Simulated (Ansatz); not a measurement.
# ClFGeH₂ (SMILES [F][GeH2][Cl]): what the fields show

Input file:

```
crystal:
  periodic: [false, false, false]
  atoms:
    - {symbol: F, position_ang: [-0.242032, -0.508017, 1.588614]}
    - {symbol: Ge, position_ang: [0.139880, -0.089238, -0.045484]}
    - {symbol: Cl, position_ang: [-1.390277, 1.244855, -0.698900]}
    - {symbol: H, position_ang: [0.067600, -1.375535, -0.867389]}
    - {symbol: H, position_ang: [1.474730, 0.654234, -0.018342]}
basis:
  gaussian: {orbitals: def2-TZVPP}
hamiltonian: {xc: pbe0, dispersion: d4}
output: {orbitals: {seedname: orbitals}}
```

Run with:

```sh
ansatz run in.yaml --threads 2 --pin off --events-out ev --progress --plain --max-ram 32768MiB --backend cpu
```

Geometry: PBE0-D4/def2-TZVP.

The calculation used RKS PBE0-D4/def2-TZVPP (Ansatz 0.2.0).

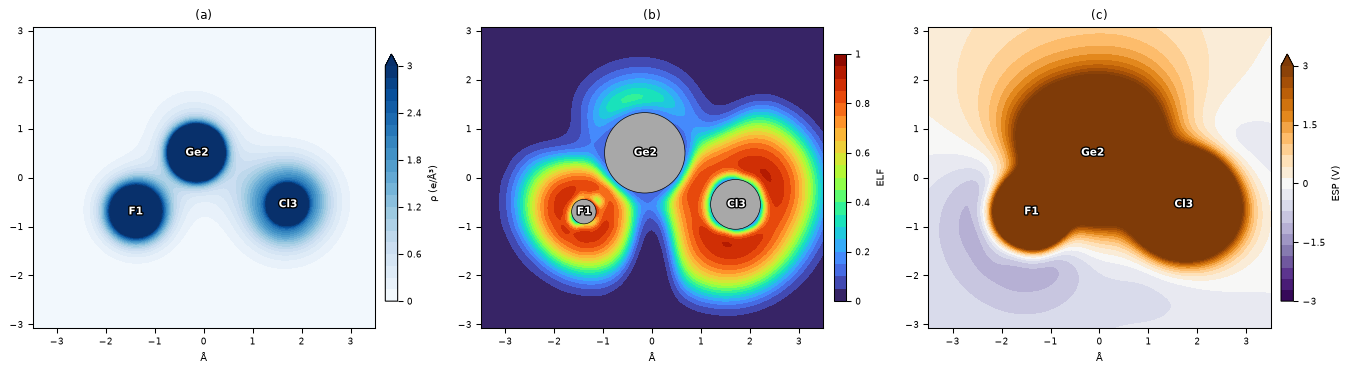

Figure 1. (a) electron density; (b) electron localisation function; (c) electrostatic potential on the plane of atoms F1, Ge2 and Cl3. Grey discs cover the atomic cores in the ELF map.

What does the map show?

The section cuts through F, Ge and Cl sites.
Ge–F (1.73 Å): ρ is about 1 e/Å³ halfway; the ELF peaks at about 0.80 in the valence shell of F, 0.6 Å from its nucleus, and is about 0.25 at the midpoint.
Ge–Cl (2.13 Å): ρ is about 0.81 e/Å³ halfway; the ELF peaks at about 0.85 in the valence shell of Cl, 0.9 Å from its nucleus, and is about 0.70 at the midpoint.
The ELF also peaks beside Cl3 and F1, away from the bonds: lone-pair regions.
Outside the dense part of the molecule the potential is most negative (−1.2 V) near F1.

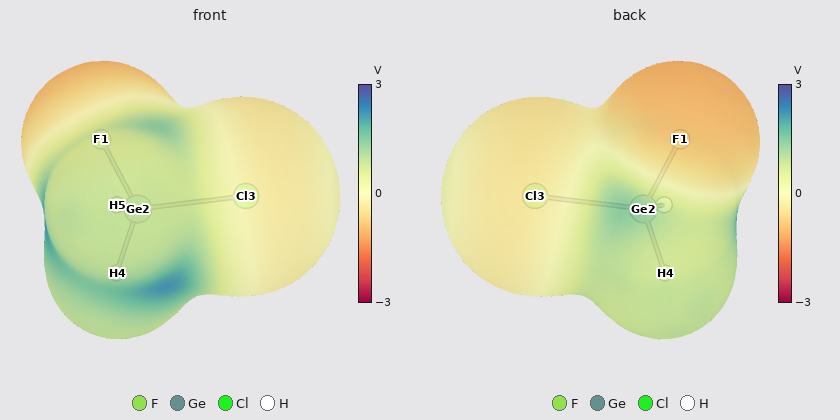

Figure 2. The electrostatic potential painted on the density surface at 0.002 e/bohr³, seen from the front and from behind; red is negative and blue positive.

Which sites attract a positive test charge, and which a negative one?

A positive charge is drawn to the negative regions and a negative charge to the positive ones. The most negative region (about −1.1 V) lies over F1, the most positive (about +2.2 V) over Ge2. Cl3 shows a σ-hole: about +0.2 V at the tip opposite its bond, against about −0.3 V on its flanks.

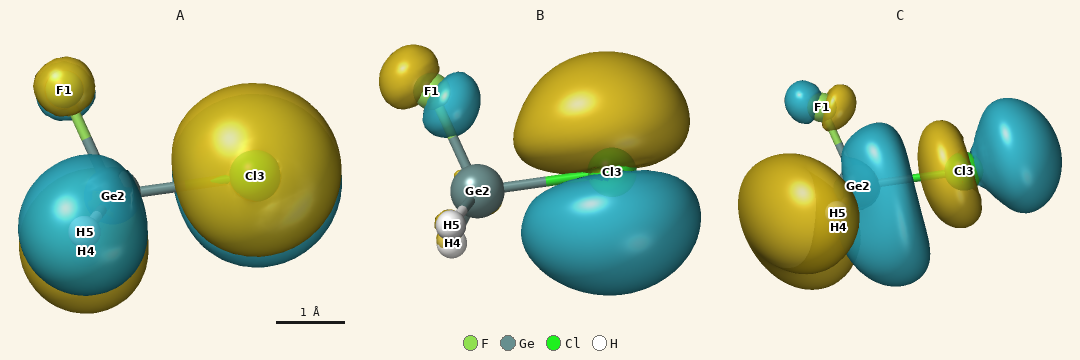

Figure 3. Three frontier orbitals at ±0.08 Å⁻³ᐟ² (yellow and cyan are the two phases), in no order.

Which picture is the HOMO−1, the HOMO and the LUMO?

B is the HOMO−1 (−9.57 eV). Its weight (Hirshfeld) is mainly on Cl3 (about 90 %); largely a lone pair of Cl3. A is the HOMO (−9.22 eV). By Hirshfeld shares it lies mainly on Cl3 (about 70 %), Ge2 (about 15 %), H4 (about 10 %) and H5 (about 10 %); largely a lone pair of Cl3. C is the LUMO (−0.27 eV). Its weight (Hirshfeld) is mainly on Ge2 (about 45 %), Cl3 (about 30 %), H4 (about 10 %) and H5 (about 10 %).

What is the HOMO–LUMO gap?

8.95 eV between the orbital energies.
